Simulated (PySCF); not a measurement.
**Run report: C2H6O3Si, core-level calculation**

System: C2H6O3Si.
Method: delta-SCF UKS SCAN, def2-TZVP on the ionised atom, pcseg-1 elsewhere, spin-free X2C (PySCF 2.14.0).

Figures and captions count atoms from 1; the log counts them from 0 in places.

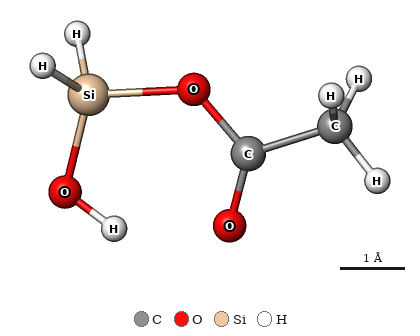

Figure 1. The structure (ball-and-stick view, seen at a tilt). Bond lengths as drawn: C–C 1.50 Å, C–H 1.10 Å, C–O 1.21 to 1.33 Å, H–O 0.98 Å, H–Si 1.49 Å and O–Si 1.64 to 1.72 Å.

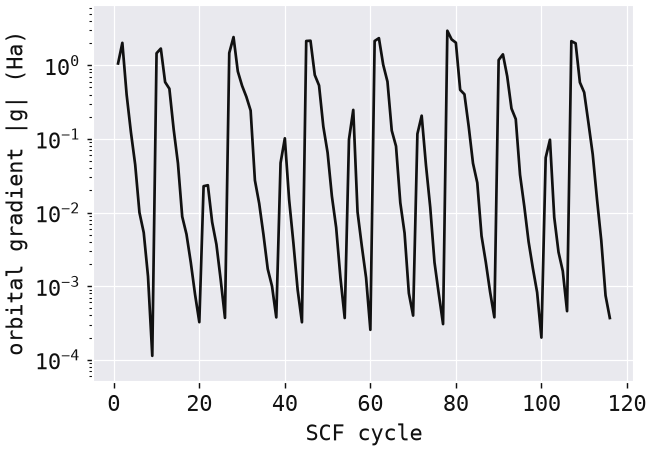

Figure 2. Convergence of the self-consistent field: orbital gradient |g| against the SCF cycle. All cycles printed in the log are drawn one after another.

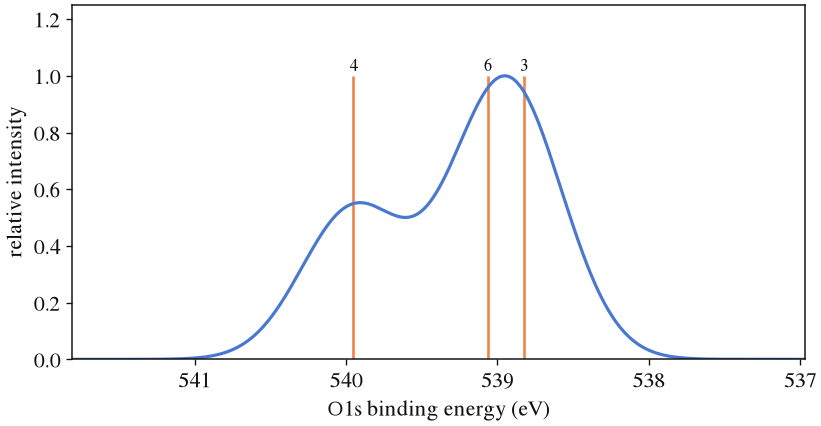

Figure 3. O1s binding energies by ΔSCF of the atoms computed, labelled by atom number, with a Gaussian envelope of 0.8 eV full width. They run from 538.82 eV (atom 3) to 539.95 eV (atom 4).

The input that produced these results follows, with the program's output.

Input
```
{"job": {"kind": "xps", "basis": "def2-TZVP"}, "charge": 0, "multiplicity": 1}
C      2.123146    -0.057064     0.039862
C      0.663701    -0.283744     0.283444
O      0.226010    -1.031634     1.129160
O     -0.108035     0.427840    -0.538291
Si    -1.824657     0.470934    -0.560285
O     -2.404531    -0.595766     0.543453
H      2.718372    -0.652485     0.740350
H      2.367051    -0.329716    -0.997437
H      2.352494     1.012435     0.153350
H     -2.188474     1.879141    -0.254365
H     -2.208433     0.120809    -1.951916
H     -1.669006    -1.004102     1.039251
```

The first line tells a small driver script what to run in PySCF; the rest is the geometry in Å.

Run as:
```bash
OMP_NUM_THREADS=1 python <driver script> task.json out
```

What the program printed
```
ground state, core basis on atom 0 (C), 135 functions
  cycle   1  E = -595.42449512  |g| = 1.06e+00
  cycle   2  E = -594.82919148  |g| = 2.02e+00
  cycle   3  E = -595.60532411  |g| = 4.00e-01
  cycle   4  E = -595.63609640  |g| = 1.24e-01
  cycle   5  E = -595.63859654  |g| = 4.49e-02
  cycle   6  E = -595.63903407  |g| = 1.00e-02
  cycle   7  E = -595.63905088  |g| = 5.34e-03
  cycle   8  E = -595.63905487  |g| = 1.36e-03
  cycle   9  E = -595.63905443  |g| = 1.13e-04
  E(ground) = -595.68623543 Eh
hole in C 1s of atom 0
  cycle   1  E = -584.37290047  |g| = 1.46e+00
[... 10 cycles left out ...]
  E(ion) = -584.95518623 Eh   <S^2> = 0.7656   hole on atom = 1.000   binding energy = 292.007 eV
ground state, core basis on atom 1 (C), 135 functions
[... 6 cycles left out ...]
  E(ground) = -595.69372030 Eh
hole in C 1s of atom 1
[... 12 cycles left out ...]
  E(ion) = -584.82875516 Eh   <S^2> = 0.7835   hole on atom = 1.000   binding energy = 295.651 eV
ground state, core basis on atom 2 (O), 135 functions
[... 6 cycles left out ...]
  E(ground) = -595.70860137 Eh
hole in O 1s of atom 2
[... 10 cycles left out ...]
  E(ion) = -575.90726915 Eh   <S^2> = 0.7632   hole on atom = 1.000   binding energy = 538.822 eV
ground state, core basis on atom 3 (O), 135 functions
[... 6 cycles left out ...]
  E(ground) = -595.71264066 Eh
hole in O 1s of atom 3
[... 10 cycles left out ...]
  E(ion) = -575.86973509 Eh   <S^2> = 0.7615   hole on atom = 1.000   binding energy = 539.953 eV
ground state, core basis on atom 4 (Si), 137 functions
[... 7 cycles left out ...]
  E(ground) = -595.68431196 Eh
hole in Si 1s of atom 4
[... 12 cycles left out ...]
  E(ion) = -527.61305249 Eh   <S^2> = 0.7518   hole on atom = 1.000   binding energy = 1852.313 eV
hole in Si 2p of atom 4
[... 11 cycles left out ...]
  E(ion) = -591.67914156 Eh   <S^2> = 0.7511   hole on atom = 1.003   binding energy = 108.986 eV
  2p3/2 = 108.707 eV   2p1/2 = 109.325 eV
ground state, core basis on atom 5 (O), 135 functions
[... 6 cycles left out ...]
  E(ground) = -595.71331710 Eh
hole in O 1s of atom 5
  cycle   1  E = -575.07158551  |g| = 2.13e+00
  cycle   2  E = -574.54161906  |g| = 1.99e+00
  cycle   3  E = -575.72713610  |g| = 5.86e-01
  cycle   4  E = -575.78427757  |g| = 4.29e-01
  cycle   5  E = -575.84671407  |g| = 1.65e-01
  cycle   6  E = -575.85636309  |g| = 6.17e-02
  cycle   7  E = -575.85772141  |g| = 1.52e-02
  cycle   8  E = -575.85781547  |g| = 4.16e-03
  cycle   9  E = -575.85782456  |g| = 7.45e-04
  cycle  10  E = -575.85782477  |g| = 3.69e-04
  E(ion) = -575.90303435 Eh   <S^2> = 0.7610   hole on atom = 1.000   binding energy = 539.065 eV
```

Results in brief

| quantity | value |
| --- | --- |
| outcome | converged |
| hardware | 1 CPU thread, shared host |
| wall time | 40 s |
| peak memory | 0.45 GiB |
